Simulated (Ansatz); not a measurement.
The structure below was relaxed with PBE (Ansatz, an electronic-structure program, PAW, no spin-orbit coupling), at pressure −1 GPa.

```
NaCl
1.0
    0.00000     2.89301     2.89301
    2.89301     0.00000     2.89301
    2.89301     2.89301     0.00000
Na Cl
1 1
Direct
  0.00000   0.00000   0.00000
  0.50000   0.50000   0.50000
```

Task: Find the space group and the Wyckoff positions.

Result: Space group Fm-3m (No. 225); a = b = c = 5.7860 Å, α = β = γ = 90.00°

```csv
atom,site,symmetry,x,y,z
Na,4a,m-3m,0.0000,0.0000,0.0000
Cl,4b,m-3m,0.5000,0.5000,0.5000
```

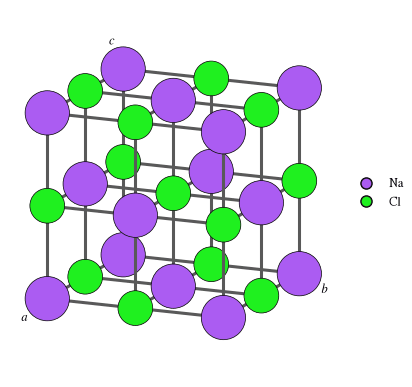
Fig. 1. The conventional cell

Load acts through the strain it causes; cell and atoms are relaxed under it. Whether these cells are dynamically stable was not tested. The cell was made from NaCl in the rock salt structure (space group Fm-3m, No. 225) by this change: pressure −1 GPa.
